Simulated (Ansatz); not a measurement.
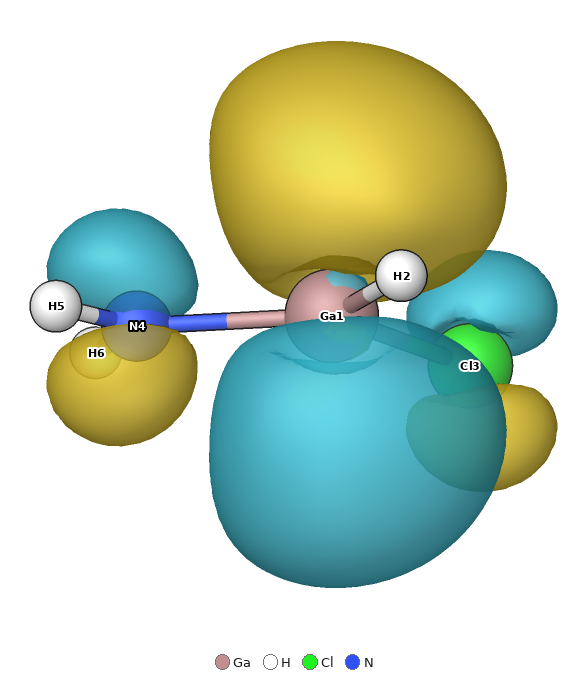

The picture shows: ClGaH3N. The LUMO at ±0.1 Å⁻³ᐟ² (yellow and cyan are the two phases), seen from one side.

Theory: RKS B3LYP-D4/def2-SVP in Ansatz.

Input

```
crystal:
  periodic: [false, false, false]
  atoms:
    - { symbol: Ga, position_ang: [0.0, 0.0, 0.0] }
    - { symbol: H, position_ang: [0.0, 0.0, 1.57] }
    - { symbol: Cl, position_ang: [1.9398, 0.0, -1.12] }
    - { symbol: "N", position_ang: [-1.6714, 0.0, -0.965] }
    - { symbol: H, position_ang: [-2.3403, -0.8164, -0.8664] }
    - { symbol: H, position_ang: [-1.9204, 0.8164, -1.5936] }
basis:
  gaussian: { orbitals: def2-SVP }
hamiltonian:
  xc: b3lyp
  dispersion: d4
relax:
  f_tol: 0.02
  max_steps: 40
output:
  orbitals: {}
```

Command:

```sh
ansatz run input.yaml --threads 1 --pin off --max-ram 2048MiB --backend cpu --events-out ev --progress --plain --runs-dir out
```

The fields are those of the run's last geometry, not of the input's.

What is the character of this orbital?

Answer. By Hirshfeld shares it lies mainly on Ga1 (about 70 %), N4 (about 10 %) and Cl3 (about 10 %); it changes sign across the molecular plane (π type). Its energy is −0.74 eV.
